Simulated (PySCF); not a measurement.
# C₃H₉NSi: one change and its effect

System: C₃H₉NSi.
Method of run A: TDDFT HF/def2-SVPD, vertical, gas phase, core orbitals frozen in the response (PySCF 2.14.0).

The geometry comes from this level: PBE0-D3(BJ)/def2-SVP. Text and figures count atoms from 1; the logs count them from 0 in places.

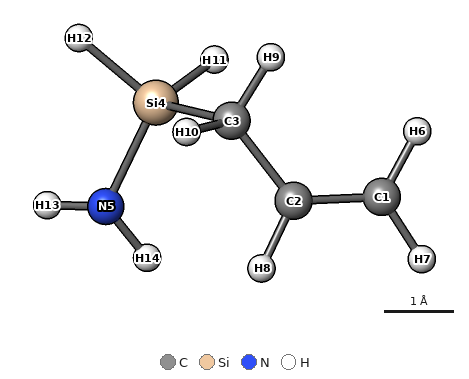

The structure as given in the input (ball-and-stick view, seen at a tilt; atoms are numbered from 1 in the order of the input). Bond lengths as drawn: C–C 1.34 to 1.49 Å, C–H 1.09 to 1.10 Å, C–Si 1.89 Å, H–N 1.01 to 1.02 Å, H–Si 1.50 Å and N–Si 1.74 Å.

Input, run A:
```
{"job": {"kind": "uv", "xc": "HF", "basis": "def2-SVPD", "ip": true}, "charge": 0, "multiplicity": 1}
C      2.059506    -0.025193     1.055515
C      1.193844     0.546557     0.213164
C      0.546872    -0.110565    -0.960282
Si    -1.218118    -0.637281    -0.531303
N     -2.043710     0.706015     0.195515
H      2.403089    -1.055012     0.912969
H      2.460208     0.518209     1.914914
H      0.883228     1.581721     0.406052
H      1.106579    -1.005616    -1.278896
H      0.493046     0.581054    -1.817472
H     -1.113416    -1.867137     0.326449
H     -1.992903    -0.998815    -1.759262
H     -3.057651     0.713827     0.170951
H     -1.718159     1.040370     1.097005
```

The first line tells a small driver script what to run in PySCF; the rest is the geometry in Å.

Command:
```bash
OMP_NUM_THREADS=1 python <driver script> task.json out
```

Hardware: 1 CPU thread, shared host.

Output (run A):
```
final grid: 104896 points
cycle   1  E = -461.9650701668  dE =  4.801e-01  |g| = 3.940e-01  |ddm| = 4.316e+00
cycle   2  E = -462.0201837798  dE = -5.511e-02  |g| = 1.246e-01  |ddm| = 9.128e-01
cycle   3  E = -462.0250566917  dE = -4.873e-03  |g| = 5.958e-02  |ddm| = 3.229e-01
cycle   4  E = -462.0260836901  dE = -1.027e-03  |g| = 7.752e-03  |ddm| = 1.415e-01
cycle   5  E = -462.0261132272  dE = -2.954e-05  |g| = 1.993e-03  |ddm| = 3.434e-02
cycle   6  E = -462.0261162224  dE = -2.995e-06  |g| = 8.197e-04  |ddm| = 1.147e-02
cycle   7  E = -462.0261165450  dE = -3.226e-07  |g| = 2.200e-04  |ddm| = 3.547e-03
cycle   8  E = -462.0261165857  dE = -4.072e-08  |g| = 9.228e-05  |ddm| = 1.157e-03
cycle   9  E = -462.0261165899  dE = -4.144e-09  |g| = 2.967e-05  |ddm| = 2.972e-04
cycle  10  E = -462.0261165906  dE = -7.333e-10  |g| = 1.084e-05  |ddm| = 1.324e-04
converged SCF energy = -462.0261165906

Static polarisability (au): isotropic 69.873, principal 60.413 63.767 85.439

Singlet excitations
state   eV       nm        f      main configurations
  1   7.0732    175.3   0.47351   H->L+4 0.56, H->L 0.23, H->L+5 0.08
  2   7.3789    168.0   0.05361   H->L+2 0.33, H->L 0.22, H->L+1 0.18
  3   7.6291    162.5   0.03391   H-1->L 0.51, H->L+1 0.14, H-1->L+1 0.12
  4   8.1002    153.1   0.01328   H->L+1 0.43, H->L+2 0.14, H->L+3 0.11
  5   8.4872    146.1   0.05053   H->L+3 0.68, H->L+2 0.18
  6   8.7820    141.2   0.00893   H->L+5 0.41, H->L+10 0.15
  7   8.9210    139.0   0.05580   H->L 0.30, H->L+2 0.12, H->L+4 0.12
  8   9.1056    136.2   0.00614   H->L+7 0.19, H-1->L+7 0.14, H-1->L+1 0.10
  9   9.2284    134.4   0.00836   H->L+8 0.12, H-1->L+2 0.10, H->L+5 0.09
 10   9.2853    133.5   0.00923   H-1->L+1 0.14, H-2->L+4 0.09, H-4->L+4 0.08

Triplet excitations (Tamm-Dancoff, eV): 3.6268 6.9743 7.1395 7.9222
Vertical ionisation energy (delta-SCF) = 8.0408 eV
```

Run B used a changed input.

The two runs side by side:

| quantity | run A | run B |
| --- | --- | --- |
| outcome | converged | converged |
| total energy (hartree) | −462.026117 | −463.683691 |
| HOMO (eV) | −9.42 | −8.29 |
| LUMO (eV) | 2.58 | 0.96 |
| dipole moment (D) | 0.82 | 0.81 |
| lowest excitation (eV) | 7.07 | 6.31 |
| SCF iterations | 10 | 12 |
| strongest computed line (eV) | 7.07 | 6.77 |
| basis functions | 176 | 176 |
| wall time (shared host) | 20 s | 2.7 min |

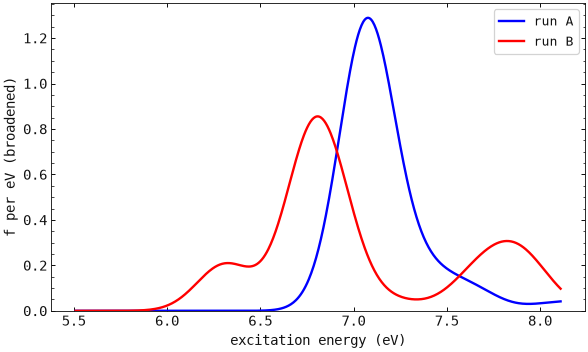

Absorption of the two runs from their computed states, each broadened by a Gaussian of 0.35 eV full width; the range ends where the shorter list of states ends.

Which change of the input explains these differences?

The change (lines with − go, lines with + come):
```diff
-"xc": "HF"
+"xc": "CAM-B3LYP"
```

The total energies belong to different methods, so their difference says nothing on which is more stable or more accurate. The HOMO goes from −9.42 to −8.29 eV. The LUMO goes from 2.58 to 0.96 eV. The lowest excitation goes from 7.07 to 6.31 eV. The strongest computed line goes from 7.07 to 6.77 eV. The method changes from HF to CAM-B3LYP. The SCF takes 12 iterations against 10.

Output (run B):
```
coarse grid: 11528 points
cycle   1  E = -463.5701083025  dE =  2.838e-01  |g| = 4.295e-01  |ddm| = 5.066e+00
cycle   2  E = -463.5740169486  dE = -3.909e-03  |g| = 4.361e-01  |ddm| = 1.524e+00
cycle   3  E = -463.6161751774  dE = -4.216e-02  |g| = 4.710e-02  |ddm| = 6.721e-01
cycle   4  E = -463.6166225308  dE = -4.474e-04  |g| = 2.241e-02  |ddm| = 1.277e-01
cycle   5  E = -463.6167521716  dE = -1.296e-04  |g| = 3.161e-03  |ddm| = 3.852e-02
cycle   6  E = -463.6167550637  dE = -2.892e-06  |g| = 7.896e-04  |ddm| = 1.179e-02
final grid: 104896 points
cycle   7  E = -463.6836882273  dE = -2.029e-05  |g| = 2.985e-03  |ddm| = 5.375e-02
cycle   8  E = -463.6836883082  dE = -8.093e-08  |g| = 3.113e-03  |ddm| = 9.721e-03
cycle   9  E = -463.6836904799  dE = -2.172e-06  |g| = 2.667e-04  |ddm| = 4.293e-03
cycle  10  E = -463.6836904949  dE = -1.506e-08  |g| = 1.429e-04  |ddm| = 6.799e-04
cycle  11  E = -463.6836905004  dE = -5.470e-09  |g| = 1.464e-05  |ddm| = 2.556e-04
cycle  12  E = -463.6836905005  dE = -8.799e-11  |g| = 6.558e-06  |ddm| = 5.213e-05
converged SCF energy = -463.6836905005

Static polarisability (au): isotropic 73.709, principal 63.608 68.019 89.499

Singlet excitations
state   eV       nm        f      main configurations
  1   6.3102    196.5   0.07595   H->L 0.62, H-1->L 0.27
  2   6.7690    183.2   0.22639   H-1->L 0.43, H->L 0.27, H->L+2 0.11
  3   6.8930    179.9   0.11706   H->L+1 0.79, H->L+2 0.09
  4   7.2281    171.5   0.01447   H->L+2 0.74, H-1->L 0.10
  5   7.6195    162.7   0.03003   H-1->L+1 0.42, H->L+4 0.14, H->L+3 0.09
  6   7.7070    160.9   0.01741   H->L+4 0.35, H-1->L+2 0.17, H->L+3 0.10
  7   7.7811    159.3   0.03088   H->L+3 0.43, H-1->L+1 0.15, H-1->L+3 0.13
  8   7.8815    157.3   0.03906   H->L+5 0.60, H-1->L+1 0.09
  9   7.9455    156.0   0.03299   H-1->L+2 0.37, H->L+4 0.30
 10   8.1104    152.9   0.00327   H-2->L 0.25, H-3->L 0.12, H-3->L+1 0.11

Triplet excitations (Tamm-Dancoff, eV): 4.1944 6.0403 6.6758 7.0730
Vertical ionisation energy (delta-SCF) = 9.0696 eV
```
